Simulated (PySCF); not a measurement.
# What a change does: NMR shielding calculation on C₃H₆P₂

System: C₃H₆P₂.
Method of run 1: GIAO PBE0/pcSseg-1 NMR shielding, non-relativistic, IEF-PCM cyclohexane (PySCF 2.14.0).

The geometry comes from this level: PBE0-D3(BJ)/def2-SVP. Text and figures count atoms from 1; the logs count them from 0 in places.

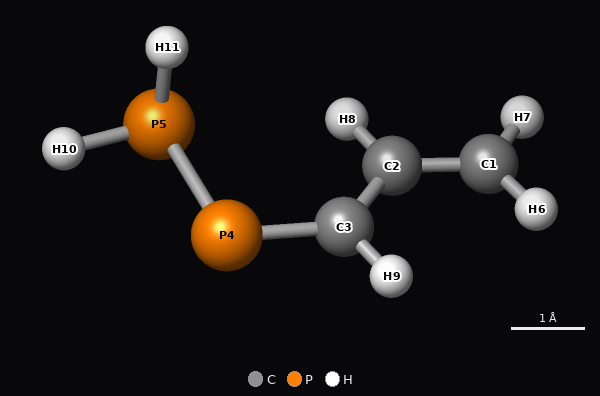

Figure 1. The structure as given in the input (ball-and-stick view, seen at a tilt; atoms are numbered from 1 in the order of the input).

**The input, run 1**
```
{"job": {"kind": "nmr", "xc": "PBE0", "basis": "pcSseg-1", "solvent": "cyclohexane", "pop": false}, "charge": 0, "multiplicity": 1}
C     -2.180088     0.369964     0.144959
C     -0.850148     0.198208     0.041817
C     -0.238207    -0.968022    -0.548902
P      1.378196    -1.338100    -0.859179
P      2.416669     0.491816    -0.106843
H     -2.882454    -0.379005    -0.234039
H     -2.603783     1.264313     0.607756
H     -0.179418     0.974539     0.429687
H     -0.937818    -1.755847    -0.865593
H      3.714060    -0.057141    -0.337801
H      2.398792     1.174244    -1.364482
```

The first line tells a small driver script what to run in PySCF; the rest is the geometry in Å.

Launched with:
```bash
OMP_NUM_THREADS=1 python <driver script> task.json out
```

Hardware: 1 CPU thread, shared host.

**Output (run 1)**
```
coarse grid: 10232 points
cycle   1  E = -800.0836541231  dE =  3.413e-01  |g| = 2.816e-01  |ddm| = 3.105e+00
cycle   2  E = -800.0560168974  dE =  2.764e-02  |g| = 4.015e-01  |ddm| = 6.651e-01
cycle   3  E = -800.1041491267  dE = -4.813e-02  |g| = 8.022e-02  |ddm| = 5.024e-01
cycle   4  E = -800.1061837564  dE = -2.035e-03  |g| = 2.136e-02  |ddm| = 1.208e-01
cycle   5  E = -800.1062898869  dE = -1.061e-04  |g| = 5.928e-03  |ddm| = 2.198e-02
cycle   6  E = -800.1062987268  dE = -8.840e-06  |g| = 3.257e-03  |ddm| = 9.678e-03
cycle   7  E = -800.1063015496  dE = -2.823e-06  |g| = 7.136e-04  |ddm| = 3.440e-03
final grid: 89712 points
cycle   8  E = -800.1369782192  dE = -1.301e-05  |g| = 7.212e-03  |ddm| = 2.557e-02
cycle   9  E = -800.1369422415  dE =  3.598e-05  |g| = 1.294e-02  |ddm| = 2.032e-02
cycle  10  E = -800.1369934299  dE = -5.119e-05  |g| = 1.274e-03  |ddm| = 1.448e-02
cycle  11  E = -800.1369938925  dE = -4.626e-07  |g| = 1.322e-04  |ddm| = 1.477e-03
cycle  12  E = -800.1369938956  dE = -3.156e-09  |g| = 6.594e-05  |ddm| = 1.830e-04
cycle  13  E = -800.1369938969  dE = -1.223e-09  |g| = 2.747e-05  |ddm| = 9.975e-05
cycle  14  E = -800.1369938971  dE = -2.046e-10  |g| = 7.776e-06  |ddm| = 3.235e-05
converged SCF energy = -800.1369938971

GIAO shielding tensors (ppm)
atom      isotropic    diamagn.    paramagn.     s11        s22        s33       span
  0 C       54.571     253.527    -198.956    -44.473     52.742    155.444    199.917
  1 C       41.987     255.872    -213.885    -76.448     42.565    159.844    236.292
  2 C      -17.645     259.038    -276.683   -209.545      6.268    150.342    359.887
  3 P       35.842     966.988    -931.146   -275.331    -41.807    424.664    699.995
  4 P      504.441     966.673    -462.231    411.147    512.273    589.905    178.758
  5 H       25.665      29.616      -3.951     23.039     24.702     29.255      6.216
  6 H       25.550      29.098      -3.548     23.488     24.569     28.595      5.107
  7 H       23.789      32.117      -8.328     19.648     20.859     30.859     11.211
  8 H       22.115      30.954      -8.839     15.912     22.489     27.945     12.033
  9 H       28.092      28.602      -0.510     23.940     25.631     34.705     10.765
 10 H       28.105      28.867      -0.762     23.344     25.643     35.327     11.984
```

For run 2 the input was changed thus:
```diff
-"solvent": "cyclohexane"
-"pop": false
+"solvent": "chloroform"
+"pop": true
```

How does run 2 compare with run 1?

The total energy of run 2 is 1.1 kcal/mol lower: the change of the electrostatic solvation energy at this fixed geometry, without cavity or dispersion terms. The dipole moment goes from 1.40 to 1.55 D. Of all shieldings, the largest change is that of P4, by +4.4 ppm. The number of SCF iterations is the same.

**Output (run 2)**
```
coarse grid: 10232 points
cycle   1  E = -800.0855186735  dE =  3.396e-01  |g| = 2.797e-01  |ddm| = 3.105e+00
cycle   2  E = -800.0624638684  dE =  2.305e-02  |g| = 3.858e-01  |ddm| = 6.495e-01
cycle   3  E = -800.1064635898  dE = -4.400e-02  |g| = 6.930e-02  |ddm| = 4.556e-01
cycle   4  E = -800.1078916484  dE = -1.428e-03  |g| = 2.195e-02  |ddm| = 1.032e-01
cycle   5  E = -800.1080002067  dE = -1.086e-04  |g| = 6.722e-03  |ddm| = 2.126e-02
cycle   6  E = -800.1080121947  dE = -1.199e-05  |g| = 2.907e-03  |ddm| = 9.697e-03
cycle   7  E = -800.1080144117  dE = -2.217e-06  |g| = 6.572e-04  |ddm| = 2.963e-03
final grid: 89712 points
cycle   8  E = -800.1386817660  dE = -1.347e-05  |g| = 7.054e-03  |ddm| = 2.553e-02
cycle   9  E = -800.1386523334  dE =  2.943e-05  |g| = 1.211e-02  |ddm| = 1.922e-02
cycle  10  E = -800.1386965534  dE = -4.422e-05  |g| = 1.137e-03  |ddm| = 1.301e-02
cycle  11  E = -800.1386969017  dE = -3.483e-07  |g| = 1.558e-04  |ddm| = 1.224e-03
cycle  12  E = -800.1386969053  dE = -3.665e-09  |g| = 9.638e-05  |ddm| = 1.973e-04
cycle  13  E = -800.1386969079  dE = -2.615e-09  |g| = 2.498e-05  |ddm| = 1.145e-04
cycle  14  E = -800.1386969081  dE = -1.698e-10  |g| = 8.366e-06  |ddm| = 3.072e-05
converged SCF energy = -800.1386969081

GIAO shielding tensors (ppm)
atom      isotropic    diamagn.    paramagn.     s11        s22        s33       span
  0 C       53.275     253.557    -200.282    -46.209     49.897    156.136    202.345
  1 C       42.035     255.943    -213.908    -76.214     42.457    159.862    236.076
  2 C      -18.356     259.223    -277.579   -210.197      3.859    151.269    361.466
  3 P       40.220     967.150    -926.930   -262.273    -41.559    424.491    686.763
  4 P      505.703     966.735    -461.032    412.300    514.194    590.614    178.314
  5 H       25.544      29.507      -3.963     22.920     24.582     29.130      6.210
  6 H       25.430      29.008      -3.578     23.350     24.473     28.466      5.115
  7 H       23.765      32.109      -8.345     19.652     20.819     30.823     11.170
  8 H       22.038      30.881      -8.843     15.861     22.360     27.894     12.033
  9 H       28.009      28.497      -0.488     23.812     25.513     34.701     10.889
 10 H       28.014      28.780      -0.766     23.218     25.516     35.308     12.091
```

**The two runs side by side**

| quantity | run 1 | run 2 |
| --- | --- | --- |
| outcome | converged | converged |
| total energy (hartree) | −800.136994 | −800.138697 |
| HOMO (eV) | −6.64 | −6.63 |
| LUMO (eV) | −2.25 | −2.23 |
| dipole moment (D) | 1.40 | 1.55 |
| shielding of C1 (ppm) | 54.6 | 53.3 |
| shielding of C3 (ppm) | −17.6 | −18.4 |
| shielding of P4 (ppm) | 35.8 | 40.2 |
| shielding of P5 (ppm) | 504.4 | 505.7 |
| shielding of H6 (ppm) | 25.7 | 25.5 |
| shielding of H7 (ppm) | 25.6 | 25.4 |
| shielding of H11 (ppm) | 28.1 | 28.0 |
| SCF iterations | 14 | 14 |
| basis functions | 129 | 129 |
| wall time (shared host) | 9.2 s | 12 s |
